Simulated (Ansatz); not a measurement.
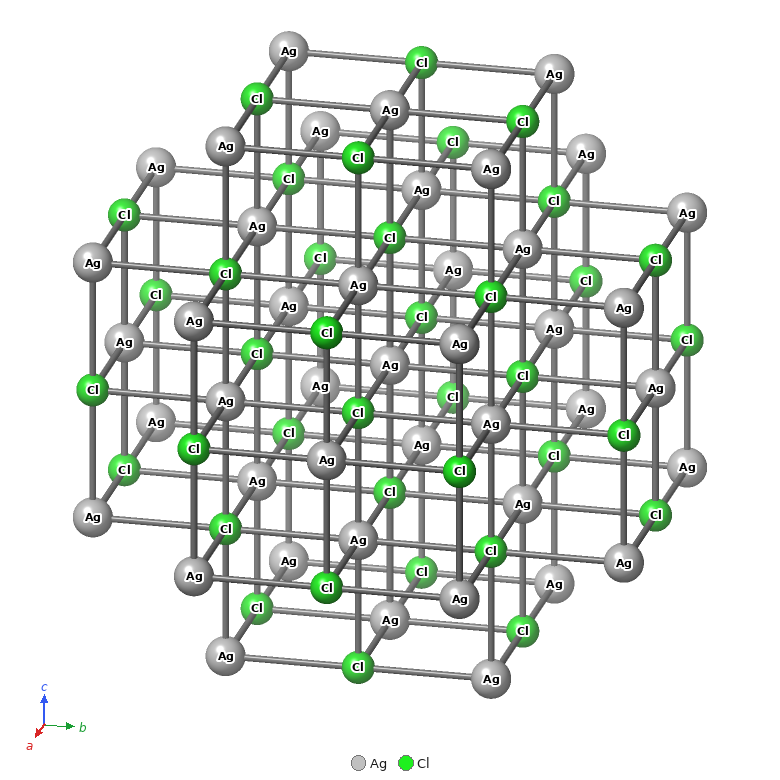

System AgCl (space group Fm-3m, No. 225); source of the atomic positions: coordinates from a relaxation with DFT LDA, scalar-relativistic, plane waves, PAW in Ansatz 0.2.0.

Bonds are taken as Ag–Cl below 3 Å; no other contact counts. Simplification: prune 0- and 1-connected atoms, fold 2-connected ones into links.

What kind of net remains, and which atoms are its nodes?

Answer. A uninodal 6-connected, three-periodic net: Ag and Cl are 6-connected nodes.

Which named net is it?

Answer. It is the pcu net, known from NaCl, ReO3 and the B-X framework of perovskite.

Is the net interpenetrated?

Answer. It is a single net, without interpenetration.

How many nodes does the smallest cycle have?

Answer. Four.

Give the point symbol of each node (shortest cycle at each angle).

Answer. Ag and Cl: 4^12.6^3.

The simplified net, drawn on the atoms' positions. Nodes are coloured by element. Short stubs are edges that leave the cut-out.

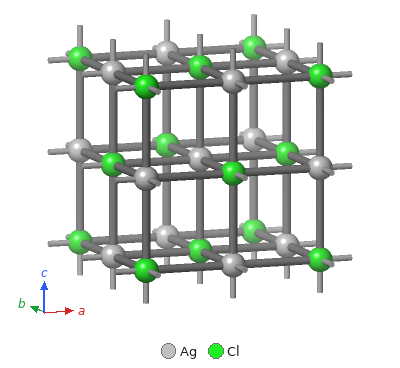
